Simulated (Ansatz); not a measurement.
Partial pair distribution functions of a relaxed model of amorphous Si24O51Al2, broadened by 0.06 Å; density 2.17 g/cm³. All values below come from PBE, scalar-relativistic without spin-orbit coupling (plane waves to 420 eV, PAW; Ansatz, an electronic-structure program).

Preparation: random packing, a CHGNet melt and quench, and a DFT relaxation. O atoms were pushed apart under 1.9 Å during the dynamics, to hinder bonds among them. The hot cell started wider than the set density and was brought back towards it in steps. It is the lowest in DFT energy of 2 quenches. It is a model cell: composition and starting density were chosen by hand, and all elements were melted together. No dispersion term was used. Its density started from a set value of 2.24 and ended at 2.17 g/cm³. The quench (nominally 400 K/ps over its main leg) was far faster than any real one, so the model tends to hold more defects than a real film. A cell of this size samples the disorder only roughly. Volume and shape were free in the relaxation.

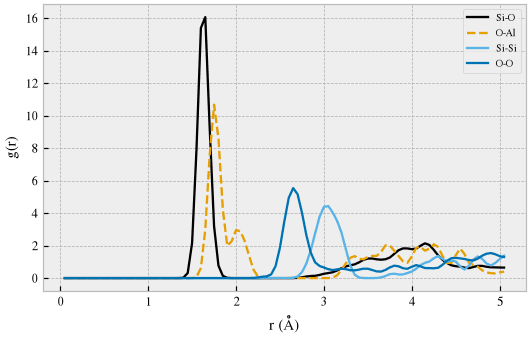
Fig. 1. Partial pair distribution functions

Highest peaks under 4.5 Å: Si-O near 1.65 Å, O-Al near 1.75 Å, Si-Si near 3.05 Å, O-O near 2.65 Å; pairs of few atoms are noisy.

Within 1.92 Å each Si has 4.00 O neighbours on average.
